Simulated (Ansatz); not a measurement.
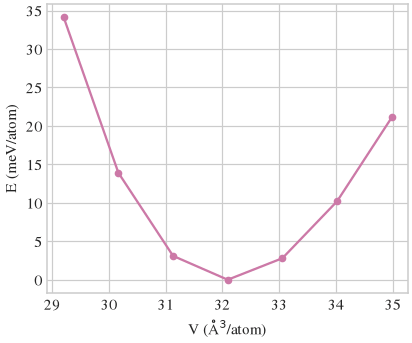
Te (trigonal Se type, P3_121) under volume change, PBE+D3(BJ) in the plane-wave PAW code Ansatz, shape and atoms relaxed at each volume.

### Question
What does a third-order Birch–Murnaghan fit give for V₀, B₀ and B′?

### Answer
V₀ = 32.09 Å³/atom, B₀ = 32.6 GPa, B′ = 7.1.

The cell was relaxed with PBE+D3(BJ) under the symmetry of its start. Scalar-relativistic: spin–orbit coupling is off unless named, which matters more the heavier the elements.

Potentials: the later of the program's two PAW sets.
